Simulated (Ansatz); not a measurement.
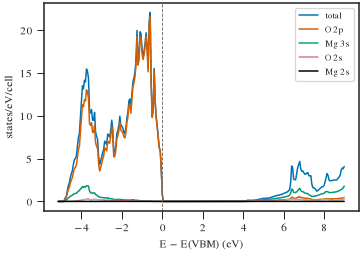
*Total and projected density of states of MgO in space group R-3m (No. 166; Pearson symbol hR16), plane-wave PAW PBEsol (Ansatz code)*

Which orbitals carry the states next to the gap?

Top 1 eV of the valence band: O 2p 98 %. Bottom 1 eV of the conduction band: Mg 3s 54 %, O 2s 31 %, O 2p 12 %. Projections are on Löwdin-orthogonalised atomic valence shells; empty p or d shells of many metals are not among them.

Where is the tallest occupied peak in this window, and what makes it?

Near -0.6 eV, about 22 states/eV per cell; the largest projected share is O 2p.

The workflow started from a Materials Project entry (that database holds measured and hypothetical structures alike); the Crystallography Open Database copy checked does not list it. It is not the phase usual at ambient conditions (space group No. 225). The cell was relaxed with PBEsol under the symmetry of its start; its stability against distortions is not shown here.

Potentials: the earlier of the program's two PAW sets. The files were generated under PBE; for other functionals the program regenerates the frozen cores, and for LDA and PBEsol the local potential too.
